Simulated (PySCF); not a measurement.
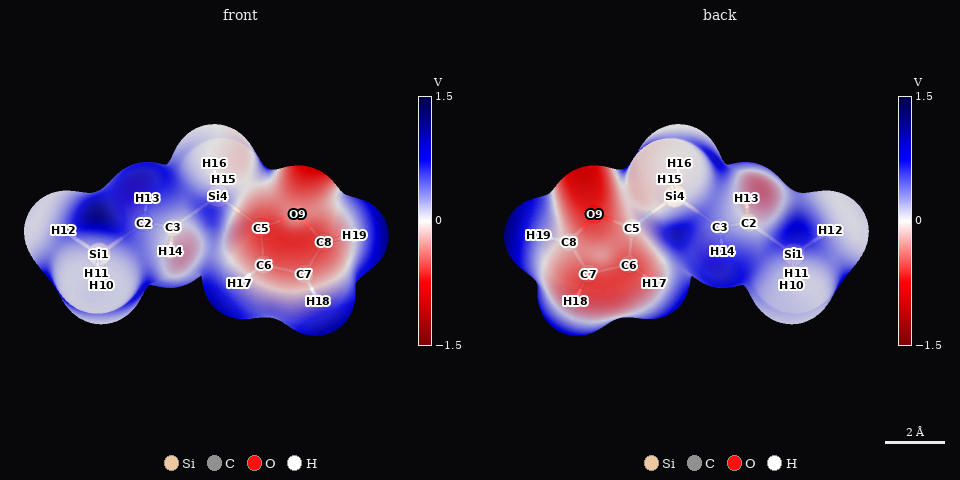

C$_{6}$H$_{10}$OSi$_{2}$ (SMILES [SiH3]/C=C/[SiH2]c1ccco1). The electrostatic potential painted on the density surface at 0.002 e/bohr³, seen from the front and from behind; red is negative and blue positive.

Geometry: PBE0-D3(BJ)/def2-SVP.

Level of theory: PySCF, PBE0/pcSseg-1, SCF density, gas phase, non-relativistic.

```xyz
19

Si   -3.7527   -0.2265   -0.9452
C    -2.3802   -0.1446    0.3290
C    -1.4355    0.8128    0.3598
Si   -0.0548    0.8730    1.6236
C     1.5559    0.6313    0.7105
C     1.8315    0.1900   -0.5594
C     3.2511    0.2022   -0.7025
C     3.7362    0.6493    0.4916
O     2.7310    0.9099    1.3429
H    -3.6059    0.9184   -1.8939
H    -3.6863   -1.5140   -1.7044
H    -5.0934   -0.1580   -0.2850
H    -2.3474   -0.9325    1.0965
H    -1.4618    1.6018   -0.4067
H    -0.0184    2.1917    2.3272
H    -0.2806   -0.2051    2.6353
H     1.0948   -0.1105   -1.3025
H     3.8350   -0.0818   -1.5753
H     4.7421    0.8286    0.8642
```

Which sites attract a positive test charge, and which a negative one?

A positive charge is drawn to the negative regions and a negative charge to the positive ones. The most negative region (about −0.9 V) lies over O9, the most positive (about +1.2 V) over Si1 and H19.
